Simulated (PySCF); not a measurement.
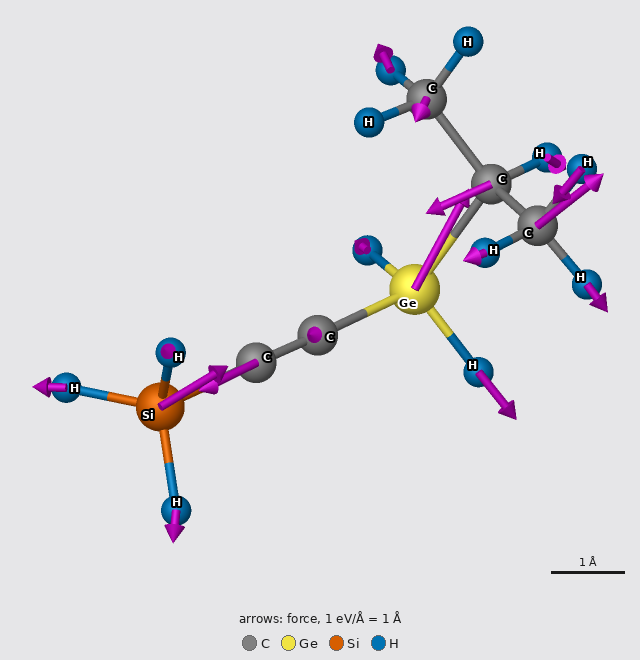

Starting geometry of C$_{5}$H$_{12}$GeSi with the computed forces as purple arrows. The picture is a ball-and-stick view, seen from a free direction.

The start comes from GFN2-xTB. Its atoms were then displaced at random by about 0.01 Å.

Method: PBE0-D3(BJ)/def2-SVP geometry optimisation, gas phase in PySCF. 

### What follows when this structure is relaxed?

It isn't relaxed: the largest force vector, on the Ge atom, is 1.59 eV/Å. The final displacements follow the starting forces only in part (cosine between the two patterns 0.31). The largest move after the best rigid fit is that of an H atom, 0.095 Å. By element the largest moves are H 0.095 Å, Ge 0.088 Å, Si 0.087 Å, C 0.063 Å. Among the contacts that change: C–Ge 2.025 → 1.967 Å, C–Ge 1.865 → 1.912 Å, Ge–H 1.495 → 1.540 Å, C–Si 1.861 → 1.832 Å. Among the angles between lasting bonds that change: Ge–C–H 109.2° → 105.1°, H–Si–H 112.0° → 109.3°, C–Ge–C 110.1° → 107.4°. After 4 geometry steps the energy has fallen by 15.0 kJ/mol.
